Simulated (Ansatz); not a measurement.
# C2H3BFN (SMILES FB1C=NC1) at B3LYP/def2-SVP

Aim: the vertical ionisation energy of C2H3BFN at B3LYP/def2-SVP, from 2 runs. 

The calculation is run with Ansatz 0.2.0.

122 further runs of the same task are left out: 122 set aside as unsound or not needed.

## 1. The system as given

C2H3BFN has 8 atoms, charge 0, and is taken as a singlet. As SMILES, `FB1C=NC1`. The shape is that of a PBE0-D4/def2-TZVP optimisation.

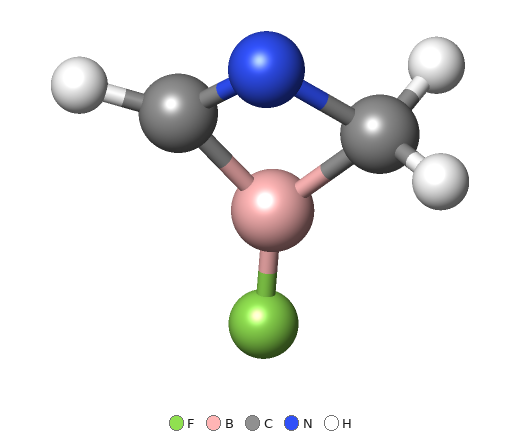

Viewed from a chosen angle; fluorine green, boron pink, carbon grey, nitrogen blue, hydrogen white.

## 2. A single-point energy at B3LYP/def2-SVP

in.yaml

```yaml
crystal:
  periodic: [false, false, false]
  atoms:
    - {symbol: F, position_ang: [0.213200, -1.007300, 1.918400]}
    - {symbol: B, position_ang: [-0.024100, -0.304800, 0.836200]}
    - {symbol: C, position_ang: [0.319000, 1.128500, 0.345800]}
    - {symbol: "N", position_ang: [0.303900, 0.728600, -0.881200]}
    - {symbol: C, position_ang: [-0.301700, -0.640600, -0.682300]}
    - {symbol: H, position_ang: [0.656500, 2.120900, 0.633900]}
    - {symbol: H, position_ang: [0.257100, -1.432700, -1.186200]}
    - {symbol: H, position_ang: [-1.331600, -0.649700, -1.040300]}
basis:
  gaussian:
    orbitals: def2-SVP
hamiltonian:
  xc: {name: B3LYP}
accuracy: high
output:
  orbitals: {seedname: orbitals}
```

Command:

```bash
ansatz run in.yaml --threads 1 --pin off --max-ram 3480MiB --events-out events.jsonl --progress --plain --runs-dir runs
```

What it wrote:

```text
Warning: RAYON_NUM_THREADS=1 ignored (pool sized by the plan → 1); use --threads N
Functional definition: B3LYP
  name "B3LYP"
  parameter a0 = 0.2
  parameter ax = 0.72
  parameter ac = 0.81
  exchange = (1 - a0 - ax)*slater_x + ax*b88_x + a0*exact_x
  correlation = (1 - ac)*vwn_rpa_c + ac*lyp_c
2019 factors; integrals over basis functions are off by at most 3.4e-9 eV
mean field evaluation 1: about -6995.3021 eV, gradient 4.6e1 eV
mean field evaluation 2: about -6992.2853 eV, gradient 5.9e1 eV
mean field evaluation 4: about -7000.3162 eV, gradient 2.6e0 eV
mean field evaluation 8: about -7000.5109 eV, gradient 1.6e-1 eV
mean field evaluation 16: about -7000.5110 eV, gradient 9.6e-5 eV
mean field -7000.51098283 eV, -257.2640335023 hartree, gradient 9.5e-8 eV, S^2 0.000000; 0 other end points of the search recorded, 0 dependent functions left out
reference -7000.51101940 eV, -257.2640348463 hartree; 18, 18 occupied and 67, 67 virtual orbitals, 2019 factors
Total energy: -7000.51101940 eV, -257.2640348463 hartree
```

It took 5.7 s on 1 thread of Arm Neoverse V2, shared host; peak memory 0.27 GiB.

## 3. The doublet cation

run.yaml

```yaml
crystal:
  periodic: [false, false, false]
  atoms:
    - {symbol: F, position_ang: [0.213200, -1.007300, 1.918400]}
    - {symbol: B, position_ang: [-0.024100, -0.304800, 0.836200]}
    - {symbol: C, position_ang: [0.319000, 1.128500, 0.345800]}
    - {symbol: N, position_ang: [0.303900, 0.728600, -0.881200]}
    - {symbol: C, position_ang: [-0.301700, -0.640600, -0.682300]}
    - {symbol: H, position_ang: [0.656500, 2.120900, 0.633900]}
    - {symbol: H, position_ang: [0.257100, -1.432700, -1.186200]}
    - {symbol: H, position_ang: [-1.331600, -0.649700, -1.040300]}
basis:
  gaussian: {orbitals: def2-SVP}
total_charge: 1
magnetization: {spin_polarized: true, initial_magnetization: 1}
hamiltonian: {xc: {name: B3LYP}}
accuracy: high
output: {orbitals: {seedname: orbitals}}
```

Command:

```bash
ansatz run run.yaml --threads 1 --pin off --max-ram 3480MiB --events-out events.jsonl --progress --plain --runs-dir runs
```

What it wrote:

```text
Warning: RAYON_NUM_THREADS=1 ignored (pool sized by the plan → 1); use --threads N
Functional definition: B3LYP
  name "B3LYP"
  parameter a0 = 0.2
  parameter ax = 0.72
  parameter ac = 0.81
  exchange = (1 - a0 - ax)*slater_x + ax*b88_x + a0*exact_x
  correlation = (1 - ac)*vwn_rpa_c + ac*lyp_c
2018 factors; integrals over basis functions are off by at most 3.5e-9 eV
mean field evaluation 1: about -6982.3465 eV, gradient 4.6e1 eV
mean field evaluation 2: about -6975.8063 eV, gradient 6.5e1 eV
mean field evaluation 4: about -6990.4568 eV, gradient 2.2e0 eV
mean field evaluation 8: about -6990.6632 eV, gradient 7.2e-1 eV
mean field evaluation 16: about -6990.6670 eV, gradient 5.0e-3 eV
mean field evaluation 32: about -6990.6670 eV, gradient 6.9e-7 eV
mean field -6990.66701377 eV, -256.9022743117 hartree, gradient 4.3e-8 eV, S^2 0.759135; 0 other end points of the search recorded, 0 dependent functions left out
reference -6990.66704928 eV, -256.9022756169 hartree; 18, 17 occupied and 67, 68 virtual orbitals, 2018 factors
Total energy: -6990.66704928 eV, -256.9022756169 hartree
```

Run time: 13 s. Hardware: 1 thread of Arm Neoverse V2, shared host; peak memory 0.38 GiB.

## 4. Summary of results

Level: B3LYP/def2-SVP.

| quantity | value |
| --- | --- |
| singlet C2H3BFN: total energy | -257.26403 Eh |
| singlet C2H3BFN: HOMO energy | -7.19 eV |
| singlet C2H3BFN: LUMO energy | -1.85 eV |
| singlet C2H3BFN: HOMO–LUMO gap | 5.34 eV |
| doublet cation: total energy | -256.90228 Eh |
| doublet cation: HOMO energy (highest over α and β) | -15.66 eV |
| doublet cation: LUMO energy (lowest over α and β) | -12.47 eV |
| doublet cation: ⟨S²⟩ | 0.759 |
| vertical ionisation energy (to the doublet cation) | 9.844 eV |

Removing an electron at fixed nuclei costs 9.84 eV (227 kcal/mol). −ε(HOMO) before ionisation, 7.19 eV, is 2.66 eV below this ionisation energy.
